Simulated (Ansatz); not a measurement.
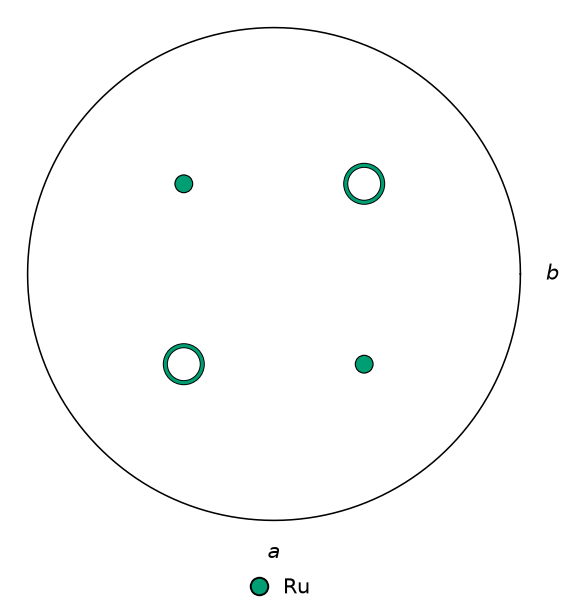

Directions from one aluminium atom at (0, 0, 0) to its bonded neighbours, in stereographic projection down c (filled: above the plane of the page or in it, open: below). Crystal: AlRu4, the input geometry of an electronic-structure calculation (not necessarily at equilibrium); the starting structure was generated, so it need not be a known form of this composition. Symmetry computed with spglib at a tolerance of 0.002 Å; standard conventional cell.

Neighbours are counted up to 2.53 Å for Ru.

```yaml
crystal:
  lattice:
    - [4.35817, 0.00000, 0.00000]
    - [0.00000, 4.35817, 0.00000]
    - [0.00000, 0.00000, 4.35817]
  atoms:
    - { symbol: Al, position: [0.00000, 0.00000, 0.00000] }
    - { symbol: Ru, position: [0.29974, 0.70026, 0.70026] }
    - { symbol: Ru, position: [0.70026, 0.29974, 0.70026] }
    - { symbol: Ru, position: [0.70026, 0.70026, 0.29974] }
    - { symbol: Ru, position: [0.29974, 0.29974, 0.29974] }
```

Question: How many neighbours are there, and at what angles?

Answer: 4: 4 Ru at 2.26 Å. Angles between bonds: 109° (6×).

Question: What is the site's symmetry in the crystal?

Answer: Point group -43m (Td), order 24: three −4 axes, four threefold axes, six mirror planes. In P-43m (No. 215) this is Wyckoff position 1a.
